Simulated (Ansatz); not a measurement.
# Response to strain in Ru

Take Ru in the hcp (Mg type) structure (space group P6_3/mmc, No. 194; relaxed with 0.1 eV smearing) as the base.

```
CELL_PARAMETERS angstrom
      2.70429     0.00000     0.00000
     -1.35214     2.34198     0.00000
      0.00000     0.00000     4.26291
ATOMIC_POSITIONS crystal
  Ru 0.66667 0.33333 0.75000
  Ru 0.33333 0.66667 0.25000
```

Cartesian axes are those of the cell as printed.

Strains are applied to the cell and any free atomic positions relax; under biaxial strain the out-of-plane vector relaxes too.

Computed with r2SCAN (Ansatz, a quantum-chemistry and plane-wave program, PAW, scalar-relativistic without spin-orbit coupling).

Notes on the quantities. pressure: mean of the normal stresses, compression positive.

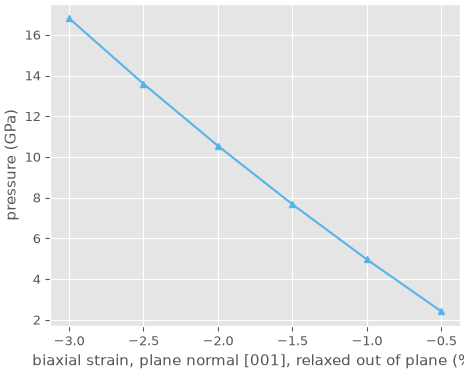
Pressure against biaxial strain, plane normal [001], relaxed out of plane

| biaxial strain, plane normal [001], relaxed out of plane (%) | pressure |
|---|---|
| -3 | 16.8 GPa |
| -2.5 | 13.6 GPa |
| -2 | 10.5 GPa |
| -1.5 | 7.7 GPa |
| -1 | 5.0 GPa |
| -0.5 | 2.4 GPa |

No phonon test of stability was made. The final runs are not spin-polarised.
